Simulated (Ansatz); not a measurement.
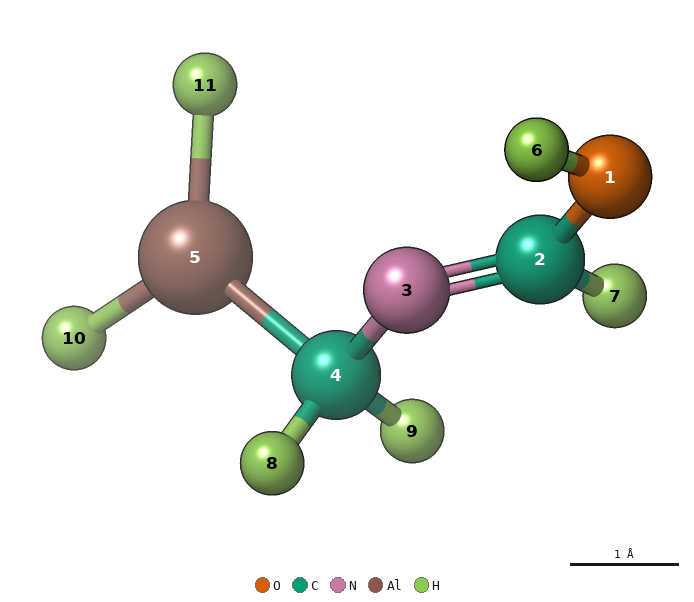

Orthographic view. Distant atoms are faded towards the background colour. The computed structure is the end point of a PBE-D4/def2-SVP optimisation. No frequency run is at hand to confirm it as a minimum.

Give the geometry as a Z-matrix, atoms in numerical order, with these reference atoms: 2 to 1; 3 to 2, 1; 4 to 3, 2, 1; 5 to 4, 3, 2; 6 to 1, 2, 3; 7 to 2, 3, 4; 8 to 4, 3, 2; 9 to 4, 8, 3; 10 to 5, 4, 8; 11 to 5, 10, 4.

```
O  
C    1   1.349
N    2   1.274   1   122.8
C    3   1.445   2   120.4   1   177.8
Al   4   1.992   3   111.5   2  -111.0
H    1   0.983   2   105.2   3    -0.7
H    2   1.116   3   126.2   4    -2.7
H    4   1.115   3   109.9   2   131.9
H    4   1.124   8   105.1   3   123.4
H    5   1.607   4   119.0   8   -42.7
H    5   1.602  10   120.4   4   178.8
```
